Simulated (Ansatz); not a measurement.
**BSiH2 (quartet): B2PLYP, RPA-PBE over vertical spin and charge gaps, 6-31G**

How well do these functionals follow the top wave-function level for BSiH2 (quartet) over vertical spin and charge gaps?

Program: Ansatz 0.2.0, Gaussian basis. Level of theory: 6-31G, all electrons in the functionals, frozen cores in the correlation of double hybrids and RPA. These are calculated values, not measurements.

To be run: B2PLYP, RPA-PBE, at charge 0, quartet; charge 0, doublet; charge 0, sextet; charge 1, triplet; charge 1, quintet.

3 further runs of the same task are left out: 3 set aside as unsound or not needed.

### 1 The system

The geometry is a PBE0/def2-TZVP stationary point (not a proven minimum).

4 atoms, charge 0, spin multiplicity 4.

Atoms are counted from 1 here; the program's logs count them from 0.

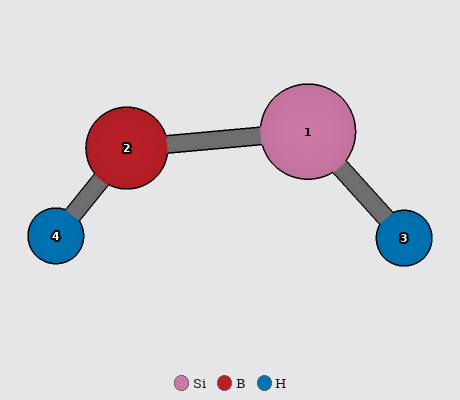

The geometry (silicon pink, boron red, hydrogen blue); atoms are numbered from 1 in the order of the file.

No dispersion term is added.

The geometry shown and the zero of energy belong to the point charge 0, quartet. The yardstick, FCI, and other wave-function levels (R restricted, U unrestricted, valence and pair active spaces) come from earlier runs.

### 2 B2PLYP, charge 0, quartet

File in.yaml:

```yaml
crystal:
  periodic: [false, false, false]
  atoms:
    - {symbol: Si, position_ang: [0.000000, -0.047060, 0.551810]}
    - {symbol: B, position_ang: [0.000000, -0.060513, -1.363344]}
    - {symbol: H, position_ang: [0.000000, 1.171072, 1.447364]}
    - {symbol: H, position_ang: [0.000000, 0.789266, -2.200146]}
basis:
  gaussian: {orbitals: 6-31G}
magnetization: {spin_polarized: true, initial_magnetization: 3}
hamiltonian: {xc: {name: B2PLYP}}
correlation: {electrons: outside_noble_gas}
```

The run is started by

```console
ansatz run in.yaml --threads 1 --pin off --events-out ev --progress --plain --max-ram 4096MiB --backend cpu
```

After this run come: B2PLYP, charge 0, doublet; B2PLYP, charge 0, sextet; B2PLYP, charge 1, triplet; B2PLYP, charge 1, quintet; RPA-PBE, charge 0, quartet; RPA-PBE, charge 0, doublet; RPA-PBE, charge 0, sextet; RPA-PBE, charge 1, triplet; RPA-PBE, charge 1, quintet.

Q: Predict the results of all the runs planned. Wanted: quartet to doublet, FCI; quartet to sextet, FCI; ionisation to the triplet cation, FCI; ionisation to the quintet cation, FCI; largest miss, B2PLYP; largest miss, RPA-PBE.

**Answer**, as computed:

| quantity | value |
| --- | --- |
| quartet to doublet, FCI | 2.2 kJ/mol |
| quartet to sextet, FCI | 556.3 kJ/mol |
| ionisation to the triplet cation, FCI | 728.3 kJ/mol |
| ionisation to the quintet cation, FCI | 1096.4 kJ/mol |
| largest miss, B2PLYP | +41.5 kJ/mol (ionisation to the quintet cation) |
| largest miss, RPA-PBE | -10.6 kJ/mol (ionisation to the quintet cation) |

In words: Of the functionals, RPA-PBE keep the smallest largest miss at the points compared (at most 10.6 kJ/mol) and B2PLYP strays most (41.5 kJ/mol, at ionisation to the quintet cation). B2PLYP, RPA-PBE clearly break the spin symmetry at some points (⟨S²⟩ up to 0.89 above the pure value), so energy there is bought with a mixed spin. Functionals and the yardstick converge differently with the basis, so part of each miss in 6-31G is the basis.
